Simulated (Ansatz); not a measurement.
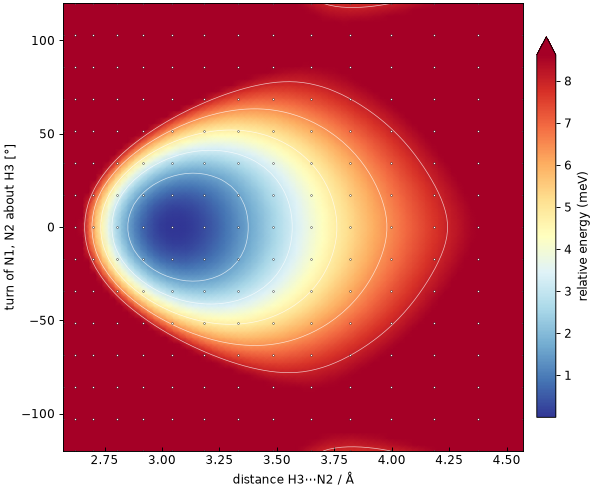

The pair N₂···H₂. 
- The turn is about an axis along (0.93, 0.37, 0.02) in the frame of the relaxed pair, normal to the line between the partners.
- Coordinates scanned: (1) distance H3···N2; (2) turn of N1, N2 about H3.
- The scan uses a 15 × 15 grid.
- Points are written as (first, second).
- All energies are given in meV relative to the lowest grid point.
- All numbers below come from RHF-MP2, frozen core/def2-TZVPD in Ansatz.

In the figure: a smooth colour map with a few white contour lines, dots at the grid points, one colour for all values above the top of the scale. Between grid points the surface is interpolated.

Where is the minimum, and how stiff is the well along each coordinate?

The interpolated minimum is at distance H3···N2 ≈ 3.061 Å, turn of N1, N2 about H3 ≈ 0.0°. The curvatures there are about 0.052 eV/Å² and 0.011 eV/rad², with a cross term of about 0 eV/(Å·rad). Round the minimum the two coordinates are nearly uncoupled.
